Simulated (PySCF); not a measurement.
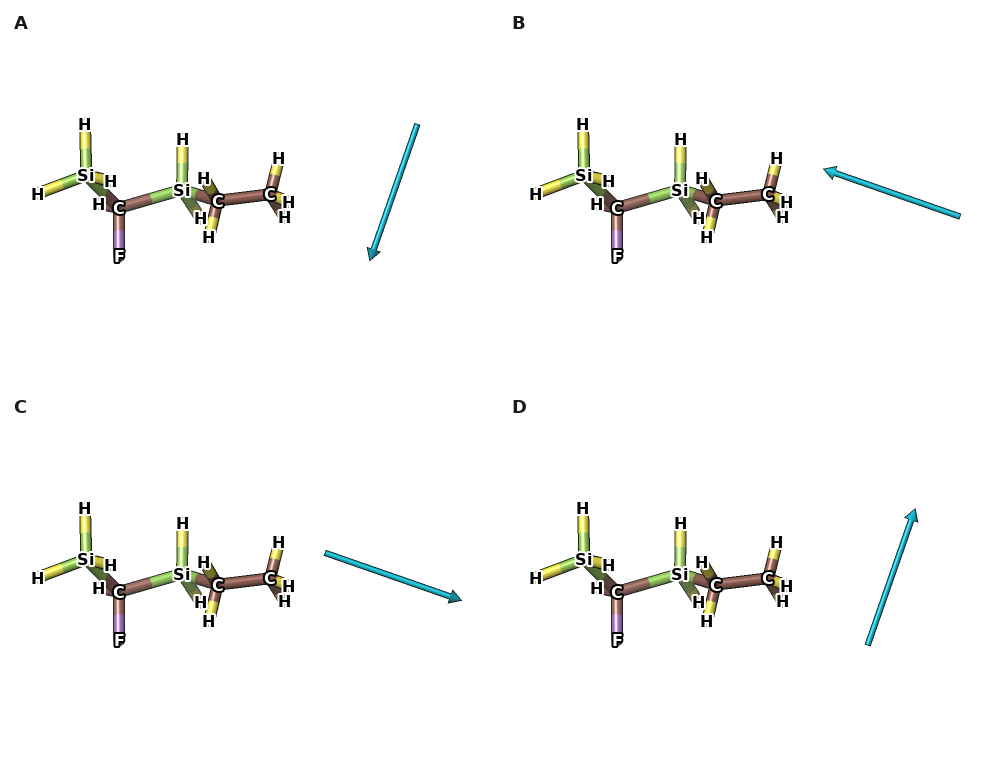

The same molecule four times, each with an arrow. The geometry was computed by an optimisation with PBE0-D3(BJ)/def2-SVP. No frequency run is at hand to confirm it as a minimum. Level of theory: LDA/pcSseg-1, gas phase (PySCF 2.14.0).

> Which arrow points along the dipole moment, from the negative to the positive end?

D. The dipole moment is 1.21 D.
